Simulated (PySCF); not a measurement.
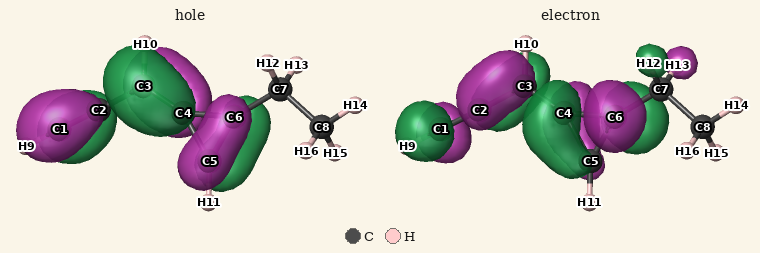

Figure. C8H8, SMILES `C#C/C=C1C=C\1CC`. Leading natural transition orbital pair of T₂ (full linear response triplet states); the surfaces enclose about 78 % of each orbital's density.

Computed with PySCF, CAM-B3LYP/cc-pVDZ, geometry: GFN2-xTB. No frequency check shows the geometry to be a minimum. Without diffuse functions Rydberg states are missing, so the states' numbers hold for this basis only.

Input script:

```python
import numpy as np
from pyscf import gto, scf, dft, tdscf
from pyscf.scf import atom_ks, atom_hf
from scipy.linalg import block_diag

def solve(mol, dm0=None, hcore=None):
    mf = (dft.UKS if mol.spin else dft.RKS)(mol, xc='camb3lyp')
    mf.grids.level = 3
    mf = mf.density_fit(auxbasis='def2-universal-jkfit')
    mf.conv_tol, mf.max_cycle = 1e-8, 80
    if hcore is not None:
        mf.get_hcore = lambda *args: hcore
    mf.kernel(dm0)
    if not mf.converged:
        mf = mf.newton().run(mf.mo_coeff, mf.mo_occ, max_cycle=30)
    assert mf.converged, 'SCF not converged'
    return mf

mol = gto.M(atom='''
C     -3.92880    -0.31896    -0.00015
C     -2.83249     0.17213     0.00034
C     -1.56043     0.78260     0.00047
C     -0.43290     0.09089     0.00004
C      0.31968    -1.14533    -0.00046
C      1.01098    -0.00977    -0.00030
C      2.29794     0.69177    -0.00094
C      3.48090    -0.27236     0.00101
H     -4.88350    -0.75265    -0.00034
H     -1.54350     1.86534     0.00078
H      0.30013    -2.20773    -0.00064
H      2.33742     1.34457     0.87816
H      2.33785     1.34196    -0.88094
H      4.41840     0.27837    -0.00161
H      3.45217    -0.90912    -0.87995
H      3.45173    -0.90650     0.88442
''', basis='cc-pvdz', charge=0, spin=0, verbose=4)
mf = solve(mol)
td = mf.TDDFT()
td.nstates, td.singlet, td.conv_tol = 4, False, 1e-5
td.kernel()
td.analyze()
x, y = np.array([p[0] for p in td.xy]), np.array([p[1] + 0 * p[0] for p in td.xy])
f, mu = np.zeros(len(td.e)), np.zeros((len(td.e), 3))
nto = [td.get_nto(state=i + 1, verbose=4) for i in range(len(td.e))]
# spherically averaged free atoms, for the promolecule
atm = atom_ks.get_atm_nrks(mol, xc='camb3lyp')
pro = block_diag(*[(atm[a[0]][2] * atm[a[0]][3]) @ atm[a[0]][2].T for a in mol._atom])
np.savez('result.npz', e=td.e, f=f, ok=td.converged, w=[n[0] for n in nto], nto=[n[1] for n in nto], x=x, y=y, c=mf.mo_coeff, occ=mf.mo_occ, eps=mf.mo_energy, pro=pro, mu=mu)
```

Launched as:

```sh
OMP_NUM_THREADS=1 python input.py
```

The run took 29 min on 1 thread of AMD EPYC (Zen 3) (shared host), peak memory 1.1 GiB.

**Characterise the state.**

3.60 eV (344 nm), spin-forbidden from the singlet ground state, π → π*; the leading pair carries 90 %; hole on C3 (26 %), C1 (19 %) and C4 (16 %), electron on C4 and C6 (22 % each), C1 and C3 (12 % each) and C2 (10 %); their centroids lie 0.7 Å apart. In canonical orbitals it is mainly HOMO → LUMO+1 (72 %). The HOMO–LUMO gap is 7.64 eV.
